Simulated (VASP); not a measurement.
Band structure of Ge (relaxed from the layer:A7 structure). Level of theory: r2SCAN meta-GGA, VASP's PBE PAW potentials (set 64) (plane waves; VASP).

The cell holds a wide vacuum, so values per volume refer to the whole cell.

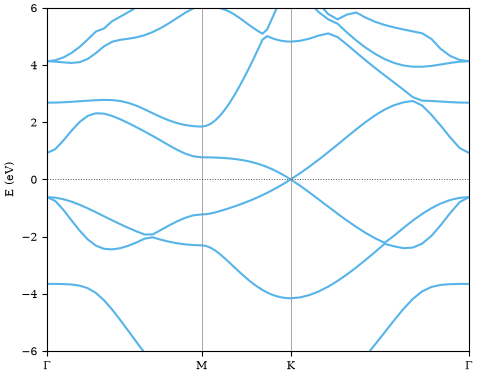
*Bands along high-symmetry lines, zero at the valence-band maximum or, without a gap, the Fermi level*

**Question.** Read the plot: is there a gap, and where are the band edges?

**Answer.** It has no gap at this level: it comes out as a metal or semimetal.

The cell is a sheet with vacuum, built from a generated structure.
